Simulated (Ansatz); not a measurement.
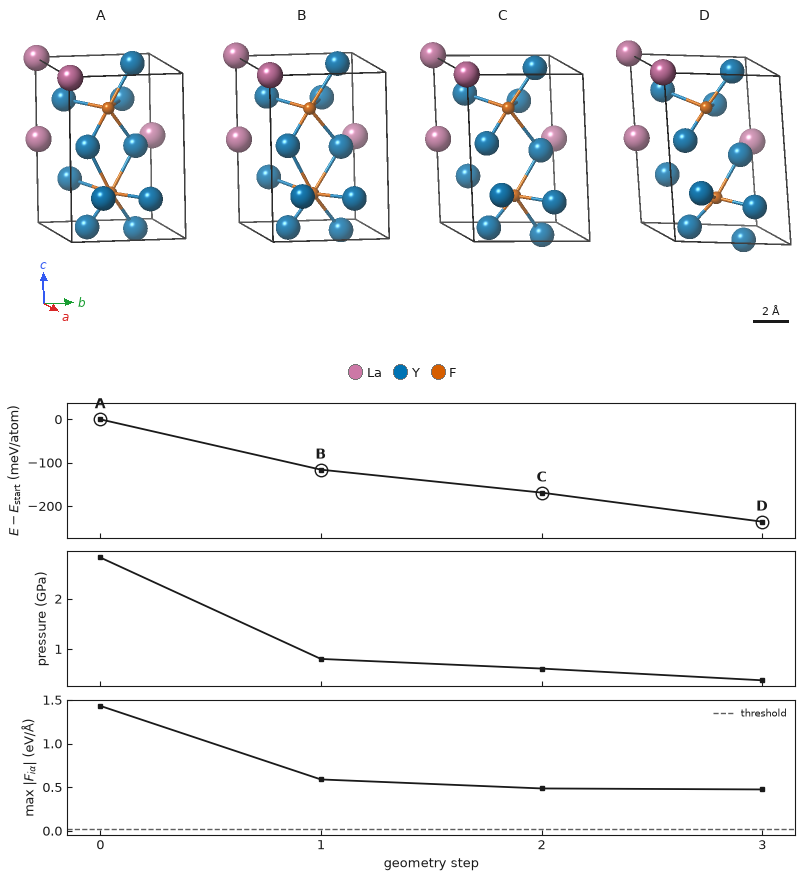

Frames of a relaxation of solid LaY$_{4}$F (a generated structure, set up in P1) (coarse preliminary run), marked on the history of the run. The picture is a ball-and-stick view of the cell of the calculation, seen slightly off an axis.

Computed with DFT PBE, scalar-relativistic, plane waves, PAW (Ansatz 0.2.0).

Input file:
```yaml
crystal:
  lattice:
    - [-0.1135256685, 5.0052736808, 0.0273971138]
    - [-0.238169995, 0.0401153154, 7.1379344652]
    - [9.7847635508, -0.227051337, -0.3253206607]
  atoms:
    - { symbol: La, position: [0.0413108463, 1.0040336726, 0.5097966017] }
    - { symbol: La, position: [-0.0051242592, 1.0133576623, -0.0052529743] }
    - { symbol: "Y", position: [-0.0100831528, 0.7008746513, 0.2451640334] }
    - { symbol: "Y", position: [0.0152073844, 0.752668862, 0.733678651] }
    - { symbol: "Y", position: [0.460060199, 0.2932844675, 0.021194362] }
    - { symbol: "Y", position: [0.4934501241, 0.3015248314, 0.5097228073] }
    - { symbol: "Y", position: [-0.0009277513, 0.28313831, 0.2591569433] }
    - { symbol: "Y", position: [0.0228521073, 0.237747246, 0.7431748805] }
    - { symbol: "Y", position: [0.4602536746, 0.7178801175, 0.002767064] }
    - { symbol: "Y", position: [0.4773222322, 0.7269231197, 0.5059056549] }
    - { symbol: F, position: [0.5330504405, 0.4859816734, 0.2323968666] }
    - { symbol: F, position: [0.5126281549, 0.4825853863, 0.7422951096] }
basis:
  ecutwfc: 420
kpoints:
  mp_grid: { grid: [4, 4, 2] }
hamiltonian:
  xc: pbe
scf:
  occupations: { method: gaussian, width: 0.2 }
  lower_state_search: "off"
output:
  forces: true
  stress: true
  eigenvalues: true
relax:
  adjacent_minimum: "off"
  f_tol: 0.025
  max_steps: 60
  cell: { stress_tol: 0.25 }
```

Command:
```bash
ansatz run input.yaml --threads 1 --pin off --max-ram 2560MiB --backend cpu --events-out ev --progress --plain --runs-dir out
```

**Describe the path.**

The run was cut off at its time limit before the relaxation converged, so the last structure is only a point on the way. After 3 geometry steps the energy has fallen by 236 meV per atom. The largest force component goes from 1.4 to 0.47 eV/Å. The pressure goes from 2.82 to 0.38 GPa. Y8 moves most relative to the cell: 0.53 Å along [−3 2 3]. By element the largest moves are Y 0.53 Å, F 0.38 Å, La 0.18 Å. The volume changes by +5.7 %, with a 5.007 → 5.083 Å (+1.5 %), b 7.142 → 7.304 Å (+2.3 %), c 9.793 → 10.107 Å (+3.2 %), α 93.8° → 100.7°, β 92.6° → 90.7°, γ 89.3° → 89.7°. Some distances before and after: Y6–F11 3.112 → 3.870 Å, Y10–F12 2.988 → 3.687 Å, Y7–F11 3.086 → 3.739 Å, Y6–Y10 3.041 → 3.619 Å. Among the angles between lasting bonds that change: Y3–F11–Y7 65.9° → 84.9°, Y8–F12–Y9 112.7° → 101.7°, Y6–F12–Y8 75.5° → 82.6°. The space group stays P1 (No. 1). From step 0 to 1: Y atoms move most (0.19 Å), volume +3.4 %, energy −116 meV per atom. From step 1 to 2: Y8 moves most (0.20 Å), volume +0.6 %, energy −52.9 meV per atom. From step 2 to 3: Y8 moves most (0.19 Å), volume +1.5 %, energy −67.0 meV per atom.

```
step  E − E(0), meV/atom  largest force component, eV/Å  pressure, GPa  volume, Å³/atom
   0                0.00                         1.4319           2.82           29.084
   1             -115.99                         0.5892           0.80           30.084
   2             -168.86                         0.4860           0.61           30.277
   3             -235.86                         0.4746           0.38           30.730
```

Limits of the set-up: layers or molecules are held without a dispersion correction, so their spacing is unreliable.
